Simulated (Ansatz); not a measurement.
**Σ5 (210) boundary in fcc Rh: structure and resistance**

Wanted: what the Σ5 (210) boundary in fcc Rh costs an interconnect.

Program: Ansatz 0.2.0. Level of theory: Ansatz plane-wave DFT, r2SCAN, PAW files; relaxation of a bicrystal slab with its lowest layers held; PAW set soft_1, in the first sound run; inputs show where later runs differ. Results are calculated unless marked as measured.

## (1) Set-up

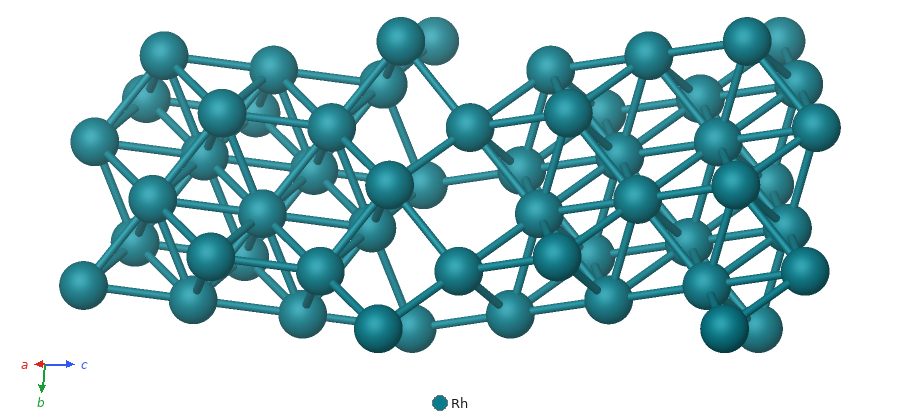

The starting structure, seen from the side, with the c axis across the page (rhodium blue). 1×2×1 cells are drawn. Some periodic images of atoms are drawn too.

The cell holds 21 atoms: 21 Rh. Its edges and angles: a = 4.658 Å, b = 3.803 Å, c = 28.858 Å, α = 90.0°, β = 90.0°, γ = 65.9°. It derives from Rh. built on the (2 1 0) plane; 2 overlapping atoms removed and the grains opened by 0 Å. Vacuum lies along c.

## (2) Relaxing the bicrystal

The boundary is built by mirroring the lower grain in the boundary plane and removing any atoms that overlap. A thin bicrystal slab is relaxed first, with the lowest layers held and the upper grain free to shift and open.

Contents of input.yaml:

```yaml
crystal:
  lattice:
    - [4.6578272204, 0.0, 0.0]
    - [1.5526090735, 3.4717394307, 0.0]
    - [0.0, 0.0, 28.8583792625]
  atoms:
    - { symbol: Rh, position: [0.6, 0.7, 0.1732599033] }
    - { symbol: Rh, position: [0.2, 0.4, 0.2027279134] }
    - { symbol: Rh, position: [0.8, 0.1, 0.2321959235] }
    - { symbol: Rh, position: [0.4, 0.8, 0.2616639337] }
    - { symbol: Rh, position: [1.0, 0.5, 0.2911319438] }
    - { symbol: Rh, position: [0.6, 0.2, 0.3205999539] }
    - { symbol: Rh, position: [0.2, 0.9, 0.3500679641] }
    - { symbol: Rh, position: [0.8, 0.6, 0.3795359742] }
    - { symbol: Rh, position: [0.4, 0.3, 0.4090039843] }
    - { symbol: Rh, position: [0.0, 0.0, 0.4384719945] }
    - { symbol: Rh, position: [0.8, 0.6, 0.4974080147] }
    - { symbol: Rh, position: [0.2, 0.9, 0.5268760249] }
    - { symbol: Rh, position: [0.6, 0.2, 0.556344035] }
    - { symbol: Rh, position: [1.0, 0.5, 0.5858120451] }
    - { symbol: Rh, position: [0.4, 0.8, 0.6152800553] }
    - { symbol: Rh, position: [0.8, 0.1, 0.6447480654] }
    - { symbol: Rh, position: [0.2, 0.4, 0.6742160755] }
    - { symbol: Rh, position: [0.6, 0.7, 0.7036840857] }
    - { symbol: Rh, position: [1.0, 1.0, 0.7331520958] }
    - { symbol: Rh, position: [0.4, 0.3, 0.7626201059] }
    - { symbol: Rh, position: [0.8, 0.6, 0.7920881161] }
kpoints:
  mp_grid: { grid: [7, 7, 1] }
hamiltonian:
  xc: r2scan
  pseudopotentials: { kind: paw, azcp: { folder: soft_1 } }
scf:
  occupations: { method: fermi_dirac, width: 0.1 }
relax:
  f_tol: 0.03
  max_steps: 80
  constraints: [{ sites: [0, 1, 2, 3] }]
```

Command:

```
$ ansatz run input.yaml --threads 4 --pin off --max-ram 15360MiB --backend cpu --events-out ev --progress --plain --runs-dir out
```

Numbers of over 12 decimals in the logs are rounded to 6 here.

Output:

```text
Engine: ansatz 0.2.0, x86_64-unknown-linux-gnu
Pseudopotentials: kind: paw
Pseudopotential: Rh, paw, valence charge 17, recommended cutoff 500 eV (meta_gga), soft_1/Rh.paw.azcp
Functional definition: r2SCAN
  parameter k0 = 0.174
  parameter k1 = 0.065
  parameter a1 = 4.9479
  exchange = r2scan_x(k0 = k0, k1 = k1, a1 = a1)
  correlation = r2scan_c
Crystal: 21 atoms, lattice volume = 466.662 Å³
Basis set: ecut = 500 eV, 11837 PW (Γ), exchange–correlation on 144×120×864 points (64 copies of the dense FFT grid, shifted against one another)
Bands: 215, of which v1, the nominal top of the filled ones, is band 179 counted from 1 (178 counted from 0)
Symmetry: 2 space group operations
Space group: Cm (ITA 8), of the structure as read, at distance tolerance 7.8e-5 Å
k-points: 16 of 49 (time reversal used)
Non-local potential: Rh, projectors of the file, l = 0: 3, l = 1: 2, l = 2: 2, l = 3: 1
PAW form: soft (Blöchl's): semilocal exchange-correlation on the pseudo side does not see the compensation charge
PAW frozen core: Rh, regenerated for the run's functional (the file was generated under x = pbe(κ = 0.804, μ = 0.219515), c = pbe(β = 0.066725))
PAW one-centre angular grid: Rh, 590 points (default); XC on 160 Gauss nodes
Initial density: superposition of atomic densities (neutral atoms: chi_scale 0, normalization atom)
Initial wavefunctions: pseudopotential atomic-orbital guess
Functional: x = r2scan, c = r2scan; τ floored in thin density (d = 2e-4 eV/Å³)
SCF iter   1: F=—  HF=-134720.549803 eV  |F-HF|=—  |Δ(HF+E_count)|=         —  Δρ=7.22e-2  dr2=3.98e1  dr2_τ=6.27e-1  ethr=3.10e-3  ⟨swp⟩=6.0  Hψ=11863  notcnv=0  defer=58
preconditioner: auto → LDOS  [metal: Δε(μ)=0.005 eV  Ē_g=5.906 eV  σ=0.100 eV  W_gap=0.01  n_scr=128 (ndim 8)  ℏωp=23.6 eV  f_vac=0.309  D(μ)=31.20/eV (n_scr^D=324)  β→1.0]
SCF iter   2: F=—  HF=-134724.069336 eV  |F-HF|=—  |Δ(HF+E_count)|=    3.52e0  Δρ=8.52e-2  dr2=3.39e1  dr2_τ=2.89e0  ethr=3.10e-3  ⟨swp⟩=3.0  Hψ=9187  notcnv=0  defer=132
SCF iter   3: F=—  HF=-134714.026215 eV  |F-HF|=—  |Δ(HF+E_count)|=    1.00e1  Δρ=9.92e-3  dr2=4.18e-1  dr2_τ=4.26e-2  ethr=3.10e-3  ⟨swp⟩=2.0  Hψ=6981  notcnv=0  defer=156
SCF iter   4: F=—  HF=-134714.032606 eV  |F-HF|=—  |Δ(HF+E_count)|=   6.39e-3  Δρ=3.28e-3  dr2=6.84e-2  dr2_τ=5.72e-3  ethr=1.17e-4  ⟨swp⟩=3.2  Hψ=8121  notcnv=0  defer=145
SCF iter   5: F=—  HF=-134714.021022 eV  |F-HF|=—  |Δ(HF+E_count)|=   1.16e-2  Δρ=1.02e-3  dr2=2.11e-2  dr2_τ=3.49e-4  ethr=1.92e-5  ⟨swp⟩=2.0  Hψ=5154  notcnv=0  defer=145
SCF iter   6: F=—  HF=-134714.023828 eV  |F-HF|=—  |Δ(HF+E_count)|=   2.81e-3  Δρ=5.41e-4  dr2=1.96e-3  dr2_τ=1.92e-4  ethr=5.91e-6  ⟨swp⟩=2.0  Hψ=4953  notcnv=0  defer=145
SCF iter   7: F=—  HF=-134714.023714 eV  |F-HF|=—  |Δ(HF+E_count)|=   1.14e-4  Δρ=2.47e-4  dr2=4.53e-4  dr2_τ=2.15e-5  ethr=5.48e-7  ⟨swp⟩=2.5  Hψ=5575  notcnv=0  defer=145
SCF iter   8: F=—  HF=-134714.023652 eV  |F-HF|=—  |Δ(HF+E_count)|=   6.23e-5  Δρ=9.16e-5  dr2=7.48e-5  dr2_τ=1.54e-6  ethr=1.27e-7  ⟨swp⟩=2.1  Hψ=4918  notcnv=0  defer=145
SCF iter   9: F=-134714.023653 eV  HF=-134714.023664 eV  |F-HF|=1.03e-5  |Δ(HF+E_count)|=   1.19e-5  Δρ=4.67e-5  dr2=1.42e-5  dr2_τ=1.19e-6  ethr=6.30e-9  ⟨swp⟩=5.0  Hψ=12097  notcnv=0
SCF 1 converged in 9 iterations: F = -134714.023653 eV  dr2 = 1.42e-5
  greatest PAW one-centre occupation: 1.001 electrons in one spin orbital (limit 2), on the Rh atom at site 15 (counted from 0), in its partial waves of l = 0
relax step   1: F+E_penalty+E_count = -134714.02365330 eV  Δ(F+E_penalty+E_count) = +0.000e0 eV  max|allowed force component| = 1.310e0 eV/Å  Δτ_max = 0.0000 Å  (9 SCF iters, dr2 threshold 2.25e-5 eV, accepted)
Initial density: handed on by an earlier stage of this run
Initial wavefunctions: those handed on with the density
SCF iter   1: F=—  HF=-134710.987465 eV  |F-HF|=—  |Δ(HF+E_count)|=         —  Δρ=2.41e-2  dr2=2.59e1  dr2_τ=1.23e1  ethr=3.10e-3  ⟨swp⟩=4.2  Hψ=8340  notcnv=0  defer=130
preconditioner: auto → LDOS  [metal: Δε(μ)=0.008 eV  Ē_g=5.738 eV  σ=0.100 eV  W_gap=0.02  n_scr=128 (ndim 8)  ℏωp=23.6 eV  f_vac=0.316  D(μ)=33.21/eV (n_scr^D=358)  β→1.0]
SCF iter   2: F=—  HF=-134714.370275 eV  |F-HF|=—  |Δ(HF+E_count)|=    3.38e0  Δρ=1.14e-2  dr2=3.08e0  dr2_τ=2.09e-1  ethr=3.10e-3  ⟨swp⟩=2.1  Hψ=4175  notcnv=0  defer=132
SCF iter   3: F=—  HF=-134714.313573 eV  |F-HF|=—  |Δ(HF+E_count)|=   5.67e-2  Δρ=4.28e-3  dr2=1.13e0  dr2_τ=1.58e-2  ethr=8.63e-4  ⟨swp⟩=2.0  Hψ=3809  notcnv=0  defer=132
SCF iter   4: F=—  HF=-134714.305767 eV  |F-HF|=—  |Δ(HF+E_count)|=   7.81e-3  Δρ=2.46e-3  dr2=2.54e-1  dr2_τ=1.65e-3  ethr=3.17e-4  ⟨swp⟩=2.0  Hψ=4249  notcnv=0  defer=132
SCF iter   5: F=—  HF=-134714.298646 eV  |F-HF|=—  |Δ(HF+E_count)|=   7.12e-3  Δρ=6.37e-4  dr2=1.11e-2  dr2_τ=2.10e-4  ethr=7.13e-5  ⟨swp⟩=2.0  Hψ=4727  notcnv=0  defer=132
SCF iter   6: F=—  HF=-134714.299897 eV  |F-HF|=—  |Δ(HF+E_count)|=   1.25e-3  Δρ=2.84e-4  dr2=3.58e-3  dr2_τ=4.10e-5  ethr=3.12e-6  ⟨swp⟩=1.6  Hψ=4093  notcnv=0  defer=132
SCF iter   7: F=—  HF=-134714.299968 eV  |F-HF|=—  |Δ(HF+E_count)|=   7.03e-5  Δρ=1.13e-4  dr2=5.16e-4  dr2_τ=3.33e-6  ethr=1.00e-6  ⟨swp⟩=1.6  Hψ=3615  notcnv=0  defer=132
SCF iter   8: F=-134714.299970 eV  HF=-134714.299978 eV  |F-HF|=8.32e-6  |Δ(HF+E_count)|=   1.02e-5  Δρ=2.53e-5  dr2=1.04e-5  dr2_τ=2.52e-7  ethr=2.80e-8  ⟨swp⟩=3.3  Hψ=11552  notcnv=0
SCF 2 converged in 8 iterations: F = -134714.299970 eV  dr2 = 1.04e-5
  greatest PAW one-centre occupation: 1.001 electrons in one spin orbital (limit 2), on the Rh atom at site 17 (counted from 0), in its partial waves of l = 0
relax step   2: F+E_penalty+E_count = -134714.29996952 eV  Δ(F+E_penalty+E_count) = -2.763e-1 eV  max|allowed force component| = 3.460e-1 eV/Å  Δτ_max = 0.1984 Å  (8 SCF iters, dr2 threshold 1.00e-4 eV, accepted)
SCF iter   1: F=—  HF=-134707.999138 eV  |F-HF|=—  |Δ(HF+E_count)|=         —  Δρ=2.49e-2  dr2=6.16e1  dr2_τ=3.91e1  ethr=3.10e-3  ⟨swp⟩=5.9  Hψ=10607  notcnv=0  defer=112
preconditioner: auto → LDOS  [metal: Δε(μ)=0.007 eV  Ē_g=5.784 eV  σ=0.100 eV  W_gap=0.02  n_scr=128 (ndim 8)  ℏωp=23.6 eV  f_vac=0.321  D(μ)=33.06/eV (n_scr^D=354)  β→1.0]
SCF iter   2: F=—  HF=-134714.586991 eV  |F-HF|=—  |Δ(HF+E_count)|=    6.59e0  Δρ=1.35e-2  dr2=9.08e0  dr2_τ=1.76e-1  ethr=3.10e-3  ⟨swp⟩=2.9  Hψ=7048  notcnv=0  defer=139
SCF iter   3: F=—  HF=-134714.493102 eV  |F-HF|=—  |Δ(HF+E_count)|=   9.39e-2  Δρ=4.44e-3  dr2=1.51e0  dr2_τ=1.39e-2  ethr=2.54e-3  ⟨swp⟩=2.0  Hψ=3478  notcnv=0  defer=139
[...]
SCF iter   9: F=-134714.491386 eV  HF=-134714.491387 eV  |F-HF|=5.27e-7  |Δ(HF+E_count)|=   5.95e-7  Δρ=9.45e-6  dr2=7.57e-7  dr2_τ=4.25e-8  ethr=2.10e-9  ⟨swp⟩=4.2  Hψ=10638  notcnv=0
SCF 3 converged in 9 iterations: F = -134714.491386 eV  dr2 = 7.57e-7
relax step   3: F+E_penalty+E_count = -134714.49138647 eV  Δ(F+E_penalty+E_count) = -1.914e-1 eV  max|allowed force component| = 2.195e-1 eV/Å  Δτ_max = 0.1925 Å  (9 SCF iters, dr2 threshold 7.48e-6 eV, accepted)
[... from here on, the SCF cycles and remarks between the steps are left out ...]
relax step   4: F+E_penalty+E_count = -134714.62001443 eV  Δ(F+E_penalty+E_count) = -1.286e-1 eV  max|allowed force component| = 2.118e-1 eV/Å  Δτ_max = 0.1901 Å  (9 SCF iters, dr2 threshold 3.36e-6 eV, accepted)
relax step   5: F+E_penalty+E_count = -134714.71462607 eV  Δ(F+E_penalty+E_count) = -9.461e-2 eV  max|allowed force component| = 1.866e-1 eV/Å  Δτ_max = 0.1918 Å  (8 SCF iters, dr2 threshold 1.81e-5 eV, accepted)
relax step   6: F+E_penalty+E_count = -134714.77588243 eV  Δ(F+E_penalty+E_count) = -6.126e-2 eV  max|allowed force component| = 1.386e-1 eV/Å  Δτ_max = 0.1944 Å  (8 SCF iters, dr2 threshold 2.70e-5 eV, accepted)
relax step   7: F+E_penalty+E_count = -134714.83128828 eV  Δ(F+E_penalty+E_count) = -5.541e-2 eV  max|allowed force component| = 2.715e-1 eV/Å  Δτ_max = 0.2000 Å  (10 SCF iters, dr2 threshold 1.06e-5 eV, accepted)
relax step   8: F+E_penalty+E_count = -134714.85329499 eV  Δ(F+E_penalty+E_count) = -2.201e-2 eV  max|allowed force component| = 2.112e-1 eV/Å  Δτ_max = 0.1963 Å  (8 SCF iters, dr2 threshold 4.06e-5 eV, accepted)
relax step   9: F+E_penalty+E_count = -134714.86204035 eV  Δ(F+E_penalty+E_count) = -8.745e-3 eV  max|allowed force component| = 1.144e-1 eV/Å  Δτ_max = 0.1715 Å  (8 SCF iters, dr2 threshold 2.70e-5 eV, accepted)
relax step  10: F+E_penalty+E_count = -134714.86398956 eV  Δ(F+E_penalty+E_count) = -1.949e-3 eV  max|allowed force component| = 1.660e-1 eV/Å  Δτ_max = 0.0437 Å  (8 SCF iters, dr2 threshold 3.84e-6 eV, accepted)
relax step  11: F+E_penalty+E_count = -134714.86563261 eV  Δ(F+E_penalty+E_count) = -1.643e-3 eV  max|allowed force component| = 2.389e-2 eV/Å  Δτ_max = 0.0151 Å  (6 SCF iters, dr2 threshold 8.09e-6 eV, accepted)
iter 1 solved again at ethr=4.85e-10 eV; its pass at ethr=3.10e-3 eV (dr2=1.73e-6 eV) is discarded
SCF iter   1: F=—  HF=-134714.865634 eV  |F-HF|=—  |Δ(HF+E_count)|=         —  Δρ=1.27e-5  dr2=1.74e-6  dr2_τ=9.90e-8  ethr=4.85e-10  ⟨swp⟩=1.8  Hψ=8212  notcnv=0  defer=147
preconditioner: auto → LDOS  [metal: Δε(μ)=0.002 eV  Ē_g=5.864 eV  σ=0.100 eV  W_gap=0.01  n_scr=128 (ndim 8)  ℏωp=23.6 eV  f_vac=0.332  D(μ)=31.96/eV (n_scr^D=338)  β→1.0]
SCF iter   2: F=—  HF=-134714.865634 eV  |F-HF|=—  |Δ(HF+E_count)|=   2.38e-7  Δρ=7.00e-6  dr2=5.70e-7  dr2_τ=1.91e-8  ethr=4.85e-10  ⟨swp⟩=2.1  Hψ=5134  notcnv=0  defer=147
SCF iter   3: F=—  HF=-134714.865634 eV  |F-HF|=—  |Δ(HF+E_count)|=   8.61e-8  Δρ=3.18e-6  dr2=1.13e-7  dr2_τ=6.21e-9  ethr=1.60e-10  ⟨swp⟩=2.2  Hψ=5578  notcnv=0  defer=147
SCF iter   4: F=-134714.865634 eV  HF=-134714.865634 eV  |F-HF|=1.21e-8  |Δ(HF+E_count)|=   6.64e-9  Δρ=9.19e-7  dr2=7.83e-9  dr2_τ=3.36e-10  ethr=2.80e-11  ⟨swp⟩=4.8  Hψ=10013  notcnv=0
SCF 12 converged in 4 iterations: F = -134714.865634 eV  dr2 = 7.83e-9
relax step  12: F+E_penalty+E_count = -134714.86563406 eV  Δ(F+E_penalty+E_count) = -1.445e-6 eV  max|allowed force component| = 2.402e-2 eV/Å  Δτ_max = 0.0000 Å  (4 SCF iters, accepted)
iter 1 solved again at ethr=2.05e-12 eV; its pass at ethr=3.10e-3 eV (dr2=7.31e-9 eV) is discarded
SCF iter   1: F=—  HF=-134714.865634 eV  |F-HF|=—  |Δ(HF+E_count)|=         —  Δρ=9.19e-7  dr2=7.83e-9  dr2_τ=3.39e-10  ethr=2.05e-12  ⟨swp⟩=2.3  Hψ=13105  notcnv=0  defer=143
preconditioner: auto → LDOS  [metal: Δε(μ)=0.002 eV  Ē_g=5.863 eV  σ=0.100 eV  W_gap=0.01  n_scr=128 (ndim 8)  ℏωp=23.6 eV  f_vac=0.332  D(μ)=31.96/eV (n_scr^D=338)  β→1.0]
SCF iter   2: F=-134714.865634 eV  HF=-134714.865634 eV  |F-HF|=6.29e-9  |Δ(HF+E_count)|=   2.76e-9  Δρ=5.41e-7  dr2=3.03e-9  dr2_τ=1.17e-10  ethr=2.05e-12  ⟨swp⟩=3.5  Hψ=8045  notcnv=0
SCF 13 converged in 2 iterations: F = -134714.865634 eV  dr2 = 3.03e-9
SCF converged after 2 iterations
Free energy (F): -134714.865634 eV
Harris-Foulkes:  -134714.865634 eV  (|F-HF|=6.29e-9)
Internal energy: -134713.812333 eV  (E = F + TS)
E sigma→0 (E₀):  -134714.338983 eV
Entropy (-TS):   -1.053301 eV (-50.157 meV/atom)
Fermi energy:    11.997163 eV
--- Per-component energies (eV) ---
  E_band       = -5727.794376
  E_kinetic    = 11271.611473
  E_local      = -485568.957941  (includes V_loc(G=0)·N_el)
  E_nonlocal   = 6290.839899
  E_hartree    = 237015.766117
  E_xc         = -4085.582569
  E_vxc        = -5941.524644  (∫ρ·V_xc dr)
  E_paw        = -76070.743982  (= ΣΔE_a)
  E_vpaw       = -6226.047671  (= ΣTr[D̂ρ^β])
  E_aug_tail   = -0.001727  (compensation charges beyond the density's cutoff)
  E_vtau       = 414.761468  (kinetic-family band-sum trace: ∫τ·v_τ [+ j·A + Jᵃ·Aᵃ] dr)
  E_ewald      = 176441.025465
  E_core_change = -7.769069  (= ΣΔE_core)
  E_smearing   = -1.053301  (= −TS)
  E_closure    = 0.000000  (closes the sum)
  Σ components = -134714.865634   (vs F -134714.865634, Δ=0.00e0)
--- Forces (eV/Å), atoms counted from 1 ---
  atom   1  Rh    -0.06008301     0.02686994     1.23717481
  atom   2  Rh     0.05408293    -0.02418662     0.09498446
  atom   3  Rh     0.01806310    -0.00807806    -0.63104438
  atom   4  Rh    -0.00661139     0.00295670    -0.70591489
  atom   5  Rh    -0.00125910     0.00056309     0.00677624
  atom   6  Rh    -0.00699781     0.00312952    -0.00043550
  atom   7  Rh    -0.00357291     0.00159786     0.00604755
  atom   8  Rh     0.00191831    -0.00085789     0.00028387
  atom   9  Rh     0.01548628    -0.00692567    -0.01130101
  atom  10  Rh    -0.00799428     0.00357515     0.00500717
  atom  11  Rh    -0.00004523     0.00002023     0.00752509
  atom  12  Rh    -0.00353075     0.00157900     0.01381634
  atom  13  Rh    -0.00573697     0.00256565    -0.01419530
  atom  14  Rh     0.00988549    -0.00442092    -0.01477653
  atom  15  Rh    -0.00016732     0.00007483     0.01990877
  atom  16  Rh     0.00076291    -0.00034118    -0.00889022
  atom  17  Rh    -0.00436355     0.00195144    -0.00660543
  atom  18  Rh    -0.00090040     0.00040267    -0.01895114
  atom  19  Rh     0.00137630    -0.00061550    -0.00861729
  atom  20  Rh    -0.00620783     0.00277622     0.00521708
  atom  21  Rh     0.00590260    -0.00263972     0.02399417
  max |Σ_I F_I| component: 7.34e-6 eV/Å
--- Relaxed structure (12 steps of the walk, 12 accepted, 0 SCFs on fresh bases) ---
  F+E_penalty+E_count = -134714.86563406 eV   max|allowed force component| = 2.402e-2 eV/Å
  atoms:
    - { symbol: Rh, position: [0.600000, 0.7, 0.1732599033] }
    - { symbol: Rh, position: [0.2, 0.4, 0.202728] }
    - { symbol: Rh, position: [0.8, 0.1, 0.232196] }
    - { symbol: Rh, position: [0.4, 0.8, 0.261664] }
    - { symbol: Rh, position: [0.998447, 0.500776, 0.290393] }
    - { symbol: Rh, position: [0.599921, 0.200039, 0.320493] }
    - { symbol: Rh, position: [0.206616, 0.896692, 0.348686] }
    - { symbol: Rh, position: [0.803198, 0.598401, 0.378913] }
    - { symbol: Rh, position: [0.404433, 0.297784, 0.410283] }
    - { symbol: Rh, position: [-0.005788, 0.002894, 0.432655] }
    - { symbol: Rh, position: [0.610801, 0.694600, 0.473286] }
    - { symbol: Rh, position: [0.024846, 0.987577, 0.514521] }
    - { symbol: Rh, position: [0.429445, 0.285277, 0.537574] }
    - { symbol: Rh, position: [0.828723, 0.585638, 0.568658] }
    - { symbol: Rh, position: [0.234704, 0.882648, 0.599031] }
    - { symbol: Rh, position: [0.627669, 0.186166, 0.627247] }
    - { symbol: Rh, position: [0.025354, 0.487323, 0.656524] }
    - { symbol: Rh, position: [0.427535, 0.786232, 0.686835] }
    - { symbol: Rh, position: [0.832155, 1.083923, 0.716634] }
    - { symbol: Rh, position: [0.227630, 0.386185, 0.743625] }
    - { symbol: Rh, position: [0.627634, 0.686183, 0.769943] }
```

Run time: 9 min. Hardware: 4 threads of Intel Xeon Platinum 8488C (Sapphire Rapids), shared host; peak memory 4 GiB; 35 min of CPU time.

The steps of the relaxation:

| step | energy less that of the first step (eV) | largest force component (eV/Å) |
| --- | --- | --- |
| 1 | 0.0000 | 1.3102 |
| 2 | -0.2763 | 0.3460 |
| 3 | -0.4677 | 0.2195 |
| 4 | -0.5964 | 0.2118 |
| 5 | -0.6910 | 0.1866 |
| 6 | -0.7522 | 0.1386 |
| 7 | -0.8076 | 0.2715 |
| 8 | -0.8296 | 0.2112 |
| 9 | -0.8384 | 0.1144 |
| 10 | -0.8403 | 0.1660 |
| 11 | -0.8420 | 0.0239 |
| 12 | -0.8420 | 0.0240 |

The run keeps the 2 symmetry operations that it works with, so distortions that break them were not tested.

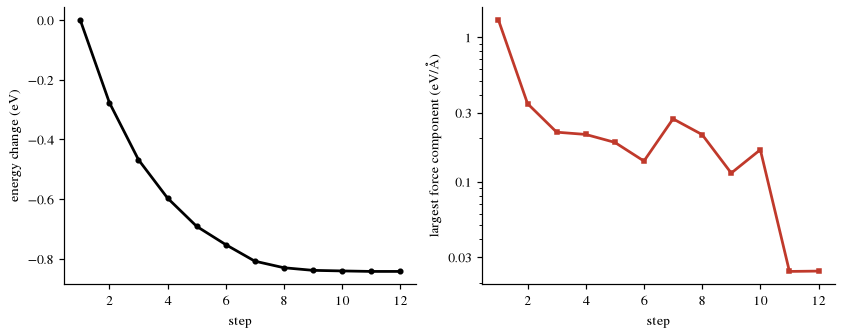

Energy and largest force along the relaxation.

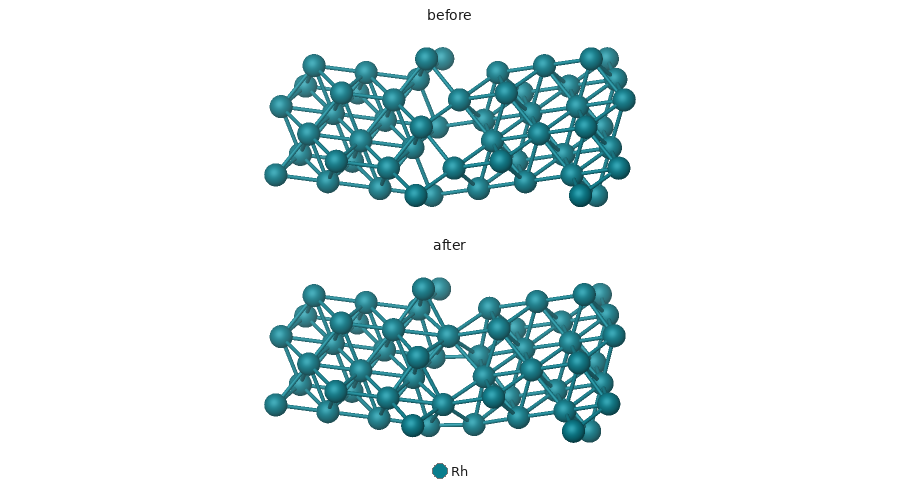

The structure before and after the relaxation, drawn at the same scale.

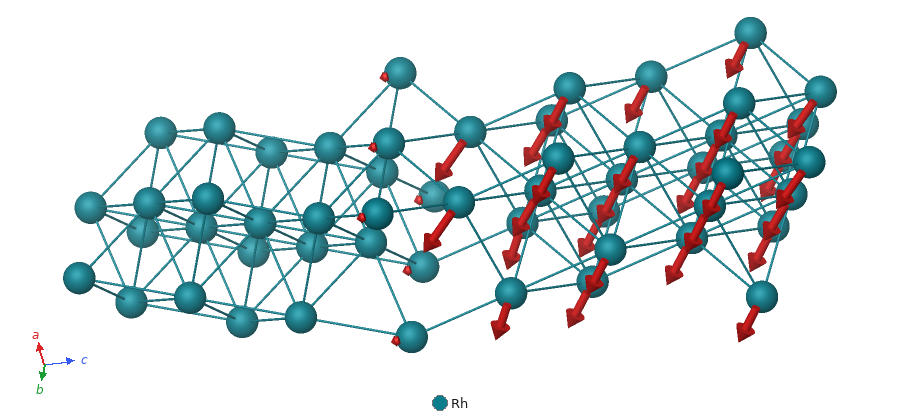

Displacements in the relaxation, exaggerated; the longest in the cell stands for 1.06 Å. 1×2×1 cells are drawn. Some periodic images of atoms are drawn too.

The atoms that moved most (Å):

| atom | dx | dy | dz | length |
| --- | --- | --- | --- | --- |
| Rh11 | -0.734 | 0.328 | -0.696 | 1.064 |
| Rh21 | -0.669 | 0.299 | -0.639 | 0.972 |
| Rh20 | -0.669 | 0.299 | -0.548 | 0.915 |
| Rh13 | -0.662 | 0.296 | -0.542 | 0.905 |
| Rh17 | -0.678 | 0.303 | -0.511 | 0.901 |
| Rh16 | -0.669 | 0.299 | -0.505 | 0.890 |
| Rh14 | -0.665 | 0.297 | -0.495 | 0.881 |
| Rh18 | -0.669 | 0.299 | -0.486 | 0.880 |

Numbers from this step:

- free energy: -134714.8656 eV
- energy at zero smearing: -134714.3390 eV
- Fermi energy: 12.00 eV

The largest force component on a free atom ends at 0.024 eV/Å, under the tolerance of 0.03, after 12 steps.

(Continued in part 2 of 3.)

[Logs are printed without paths, hosts, clocks, repeated set-up lines and the standing remarks that a program may print on its own settings, such as how far it seeks lower states.]

[Hosts, paths, dates, database ids (printed as entryN), source tags and the programs' standing remarks are cut or masked in the printed files.]
